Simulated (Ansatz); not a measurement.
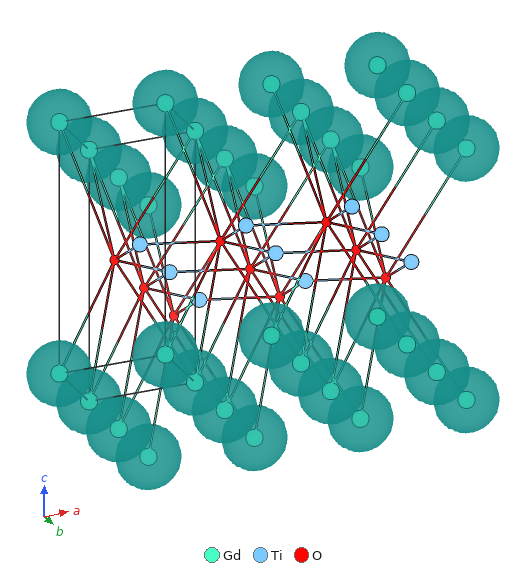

GdTiO. Isosurfaces of the spin density at +0.6 (teal) and −0.6 e/Å³ (pink), seen at an oblique angle. Sticks mark near contacts.

Space group P-6m2; a structure generated by program, which may or may not match a known phase; spin-polarised.

All numbers below come from DFT PBE, scalar-relativistic, plane waves, PAW in Ansatz 0.2.0.

In a PAW calculation such maps are meaningful between the atoms, not at the nuclei.

```yaml
crystal:
  lattice:
    - [3.35472, 0.00000, 0.00000]
    - [-1.67736, 2.90527, 0.00000]
    - [0.00000, 0.00000, 6.03456]
  atoms:
    - { symbol: Gd, position: [0.00000, 0.00000, 0.00000] }
    - { symbol: Ti, position: [0.66667, 0.33333, 0.50000] }
    - { symbol: O, position: [0.33333, 0.66667, 0.50000] }
```

### Which atoms carry the moments, and with what signs?

The spin density sits on Gd: +7.3 μB in one cell of 3 atoms: parallel moments, as they must be, since the calculation's own cell holds one magnetic site. The cell of the calculation (3 atoms) carries 7.6 μB of net spin moment. Only one sign reaches the isovalue.
